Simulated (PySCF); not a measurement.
# C₂F₄, SMILES `FC(F)=C(F)F`: electronic structure

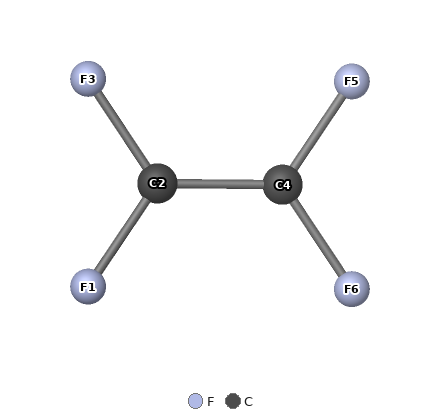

The molecule, with its atoms numbered as below. No frequency check shows the geometry to be a minimum.

Geometry (Å), atoms numbered from 1:

```
F1      -1.4006   -1.0958    0.0000
C2      -0.6644   -0.0004    0.0000
F3      -1.4006    1.0961    0.0000
C4       0.6644   -0.0004    0.0000
F5       1.4006    1.0961    0.0000
F6       1.4006   -1.0958    0.0000
```

### 1. Bonding charge

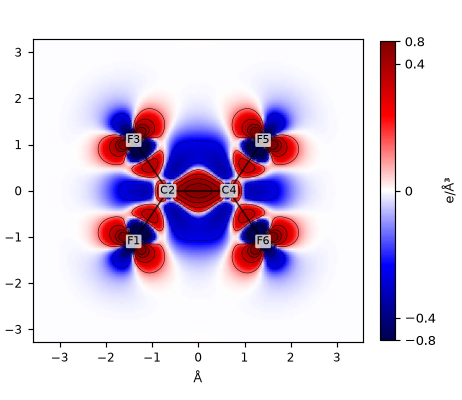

Deformation density (molecule less spherical, spin-averaged free atoms) in the molecular plane; colour scale in e/Å³, logarithmic beyond ±0.1; red: gain, blue: loss.

Method: PBE0/def2-SVPD; geometry: GFN2-xTB; program: PySCF.

Question: How much density has each bond in this plane gained at its critical point, relative to the free atoms?

Answer: C2–C4: +0.74 e/Å³ at the bond critical point (bond length 1.33 Å). F1–C2, C4–F6, C2–F3 and C4–F5: +0.10 e/Å³ at the bond critical point (bond length 1.32 Å); up to 0.6 Å beside the axis the gain reaches +0.30 e/Å³. In all, 1.4 electrons gather in the regions of gain relative to the promolecule. A small or negative value marks a very polar bond, one between electron-rich atoms, whose free-atom densities already overlap strongly, a long bond to a heavier atom, or a closed-shell contact such as a hydrogen bond.

Question: Where do the Hirshfeld charges lie?

Answer: The highest Hirshfeld charge is on C2 and C4 (+0.14 e), the lowest on F1, F3, F5 and F6 (−0.07 e).

```
atom  charge (e)
  F1       −0.07
  C2       +0.14
  F3       −0.07
  C4       +0.14
  F5       −0.07
  F6       −0.07
```

### 2. Bond critical points

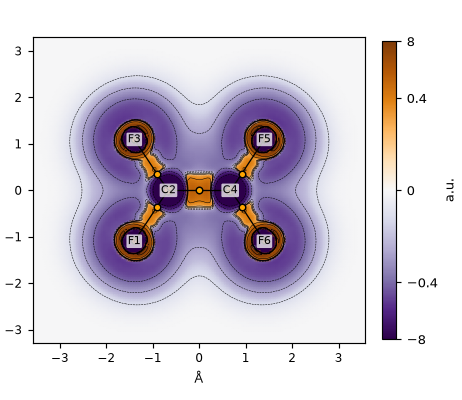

Negative Laplacian of the density (−∇²ρ) in the molecular plane (orange positive, purple negative, colour scale in a.u., logarithmic beyond ±0.04), with bond paths and bond critical points (dots).

Question: At which bond critical points in this plane is charge locally concentrated, and at which depleted?

Answer: Concentrated (∇²ρ < 0): C2–C4 (−0.90 a.u.). Depleted (∇²ρ > 0): F1–C2, C4–F6, C2–F3 and C4–F5 (+0.14 a.u., H = −0.407). A positive Laplacian with clearly negative H marks a strongly polar covalent bond, whose critical point lies close to the core of the less electronegative atom.

Question: Where along F1–C2 does the critical point lie?

Answer: 0.88 Å from F1 and 0.44 Å from C2.

### 3. Local ionisation energy

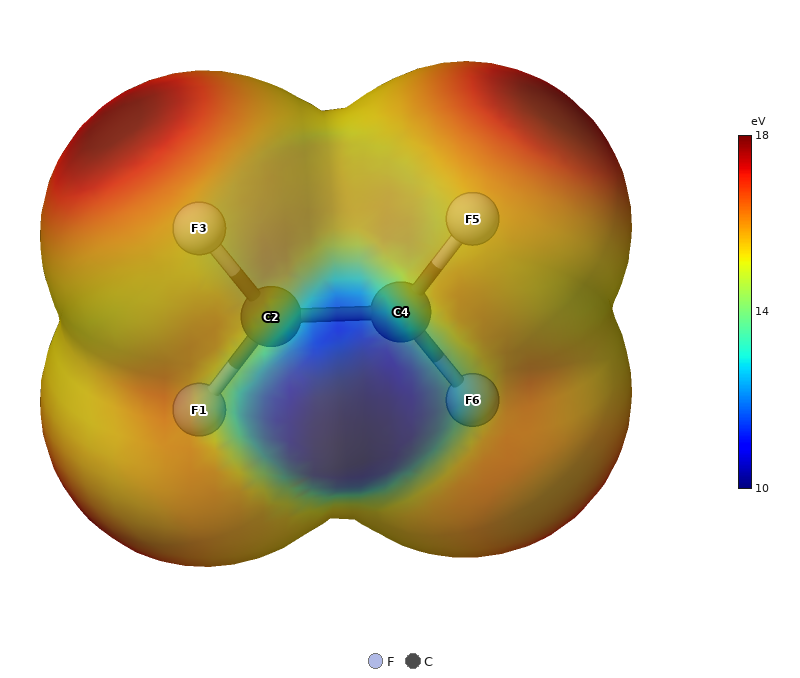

Average local ionisation energy on the surface of electron density 0.001 a.u.

Question: Where are the most loosely bound electrons on this surface?

Answer: The lowest value is 10.2 eV, off the C2–C4 bond (2.1 to 2.2 Å from its atoms), and at like points elsewhere. Further minima include 15.2 eV, 1.7 Å from F6, and at like points elsewhere. For comparison, the highest occupied orbital lies at −7.9 eV.

Question: What volume does the surface enclose, and what is the dipole moment?

Answer: About 76 Å³; the dipole moment is 0.0 D.

### 4. Excited states

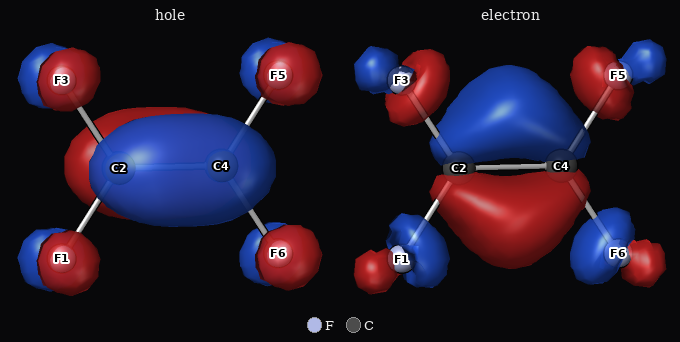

Leading natural transition orbital pair of S₁ (TDA singlet states); the surfaces enclose about 70 % of each orbital's density.

Computed with PySCF, M06-2X/cc-pVDZ, geometry: GFN2-xTB. Without diffuse functions Rydberg states are missing, so the states' numbers hold for this basis only.

Question: Give its energy and the atoms that hole and electron lie on.

Answer: 6.88 eV (180 nm), f = 0.000 (dark); the leading pair carries 99 %; hole on C2 and C4 (33 % each) and F1, F3, F5 and F6 (9 % each), electron on C2 and C4 (29 % each) and F1, F3, F5 and F6 (11 % each); their centroids lie 0.0 Å apart. In canonical orbitals it is mainly HOMO → LUMO+1 (99 %). The HOMO–LUMO gap is 10.69 eV.

### 5. Localised orbitals

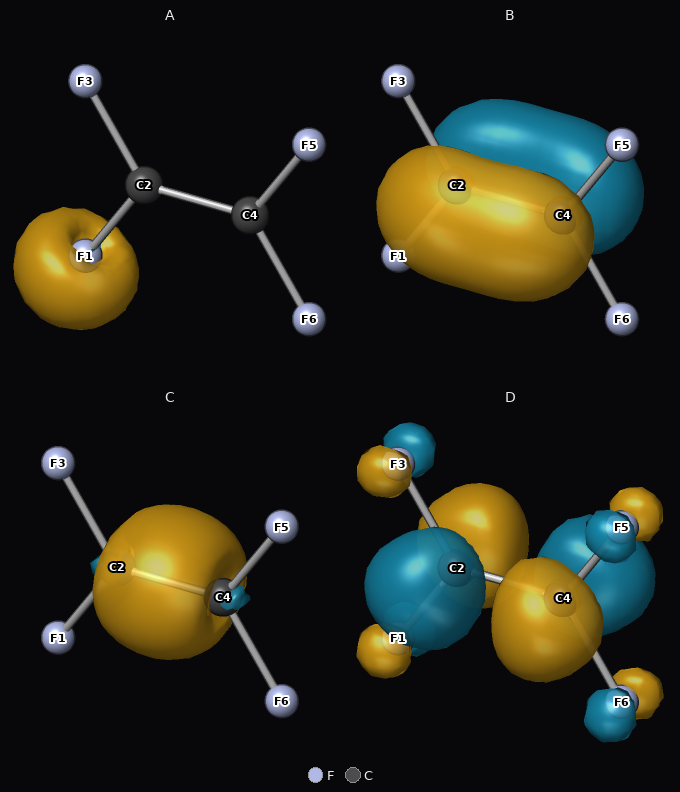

Intrinsic bond orbitals (IBO), occupied and valence-virtual; each surface holds about 80 % of the orbital's density. Energies are diagonal elements of the Fock matrix.

PySCF calculation, HF/def2-SVPD, gas phase; geometry: GFN2-xTB.

Question: Identify each orbital.

Answer: By panel:
- A: lone pair on F1 (sp0.5-type) (F1 100 %; −33.4 eV)
- B: π bond C4–C2 (C4 50 %, C2 50 %; −14.3 eV)
- C: σ bond C2–C4 (C2 50 %, C4 50 %; −28.2 eV)
- D: π* orbital C2–C4 (C2 45 %, C4 45 %; 5.5 eV)

Question: How do all the valence pairs divide up?

Answer: 18 pairs: 12 lone pairs, 5 σ bonds and 1 two-centre π bond.

### 6. The π system

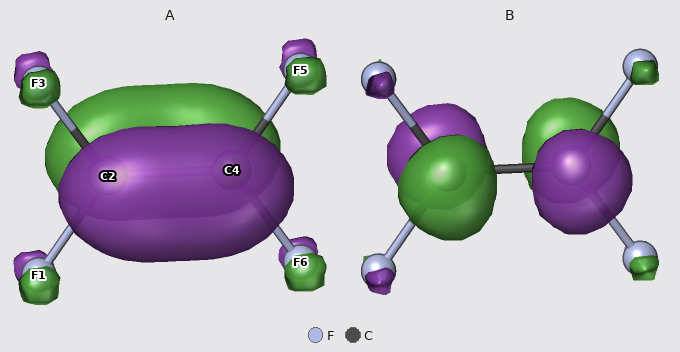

Natural orbitals of the π active space, CASSCF(2,2), singlet state, in order of falling occupation.

Level of theory: def2-SVP basis (PySCF), at a geometry from GFN2-xTB.

Question: What are the natural occupation numbers?

Answer: A 1.92, B 0.08.

Question: How multiconfigurational is the state?

Answer: The leading determinant weighs 0.96; the effective number of unpaired electrons, Σ n²(2−n)², is 0.05; the most occupied of the weakly occupied orbitals holds 0.08 e, as in an ordinary closed-shell π system. The active space lowers the energy by 0.83 eV against Hartree–Fock.

Question: Where does the lowest triplet lie relative to the singlet, at this geometry and within this active space?

Answer: 5.10 eV above it by strongly contracted NEVPT2 (+5.09 eV by CASSCF); a small basis tends to put such gaps a few tenths of an eV too high. This is a vertical energy for π states alone; a state that uses lone pairs or σ orbitals may lie lower.

### 7. Stretching a bond

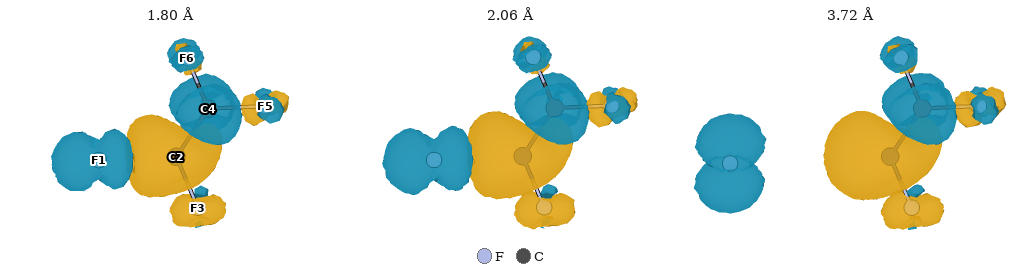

Rigid stretch of the F1–C2 bond. Broken-symmetry UHF spin density at ±0.03 e/Å³ (yellow: α, teal: β).

Level of theory: 6-311G** basis (PySCF), at a geometry from GFN2-xTB.

UHF's ⟨S²⟩ passes 1 along the scan (up to 1.25), so it also polarises electrons outside the stretched bond; its energy lowering isn't due to that bond alone.

Question: How does the broken-symmetry solution share the spin, and how far is it from a pure singlet?

Answer: At 3.72 Å excess α spin lies mostly on C2 and excess β on F1; the two could be swapped at no cost. ⟨S²⟩ is 0.55 at 1.80 Å, 1.01 at 2.06 Å and 1.25 at 3.72 Å, against 0 for a pure singlet and 1 for an equal mix of singlet and triplet.

Question: Where does the UHF solution part from RHF?

Answer: Between 1.60 Å (⟨S²⟩ = 0, the two coincide) and 1.80 Å (⟨S²⟩ = 0.55); at 3.72 Å ⟨S²⟩ is 1.25 and UHF lies 8.4 eV below RHF.

Question: How much energy does the stretch cost?

Answer: By CASSCF, 4.4 eV from the lowest point of the scan (1.33 Å) to 3.72 Å; RHF gives 11.8 eV from its own lowest point. The fragments aren't relaxed and dynamic correlation is missing, so this isn't a bond dissociation energy.
